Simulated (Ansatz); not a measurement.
# BrH3O: the cost of one run

Method: BLYP-D4/def2-SVP; program: Ansatz 0.2.0, Gaussian basis.

**1. The system as given**

The start, a pair relaxed at PBE0-D4: 5 atoms, charge 0, spin multiplicity 1.

Atoms are counted from 1 here; the program's logs count them from 0.

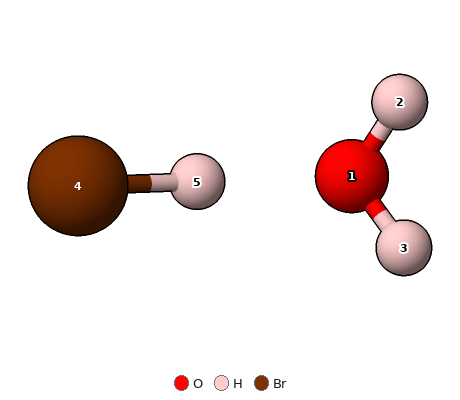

Start geometry, drawn with oxygen red, hydrogen pink, bromine brown; atoms are numbered from 1 in the order of the file.

Coordinates:

```mol
BrH3O
  3D, bonds by distance, orders not assigned

  5  3  0  0  0  0  0  0  0  0999 V2000
   -0.3199   -0.1156   -0.8303 O   0  0
   -0.2446    0.7454   -1.2505 H   0  0
    0.3218   -0.6800   -1.2698 H   0  0
    0.2745    0.0761    2.3811 Br  0  0
   -0.0317   -0.0259    0.9695 H   0  0
  1  2  8  0
  1  3  8  0
  4  5  8  0
M  END
```

**2. The run**

Input file md/in.yaml:

```yaml
crystal:
  periodic: [false, false, false]
  atoms:
    - {symbol: O, position_ang: [-0.319866, -0.115605, -0.830283]}
    - {symbol: H, position_ang: [-0.244616, 0.745420, -1.250469]}
    - {symbol: H, position_ang: [0.321839, -0.680036, -1.269849]}
    - {symbol: Br, position_ang: [0.274464, 0.076095, 2.381053]}
    - {symbol: H, position_ang: [-0.031722, -0.025873, 0.969548]}
basis:
  gaussian: {orbitals: def2-SVP}
hamiltonian: {xc: {name: BLYP}, dispersion: d4}
md: {n_steps: 30, timestep: 0.75, temperature: 1000, ensemble: nve, seed: 321, initial_velocities: maxwell_boltzmann}
```

Launch:

```sh
$ ansatz run in.yaml --threads 2 --pin off --events-out ev --progress --plain --max-ram 5222MiB
```

**Question.** How long does this run take on 2 threads of AMD EPYC 9R14, shared host?

About 10 s.
